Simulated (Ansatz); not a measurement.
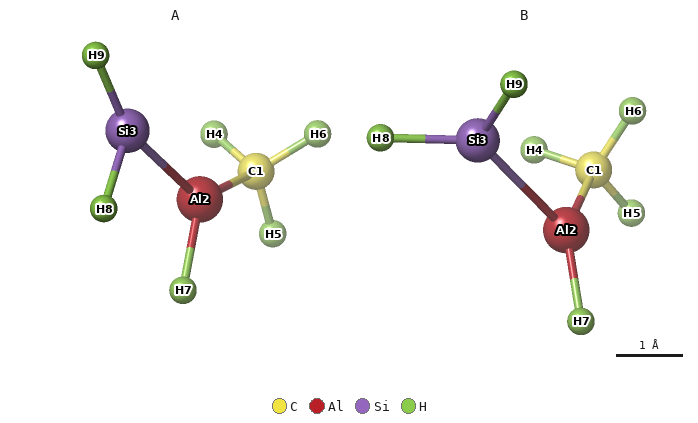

Two geometries of CH6AlSi (charge +1), drawn at one scale. One is the start of a relaxation, the other its converged end. Style: ball-and-stick. Shown from a free direction.

Theory: RKS PBE0-D4/def2-TZVP (Ansatz). Settings: force threshold 0.005 eV/Å; at most 200 steps.

**Which of the two is the end point?**

Structure B is the relaxed one. The energy falls by 0.441 eV in 38 accepted moves (45 points after the start). The largest force component goes from 0.95 to 0.0013 eV/Å. The line search rejected the trial steps at points 12, 17, 23, 30, 37, 39, 44 of the run. The atom that moves furthest after the best rigid fit is H8 (1.80 Å). By element the largest moves are H 1.80 Å, Al 0.55 Å, Si 0.27 Å, C 0.26 Å. Among the contacts that change: C1–Al2 1.958 → 1.924 Å, Al2–Si3 2.530 → 2.554 Å, Al2–H7 1.557 → 1.572 Å, Si3–H8 1.493 → 1.487 Å. Among the angles between lasting bonds that change: C1–Al2–Si3 142.9° → 114.9°, Al2–Si3–H9 153.7° → 126.3°, Al2–Si3–H8 102.9° → 126.3°. Groups turn about Al2–Si3 by about 90°.
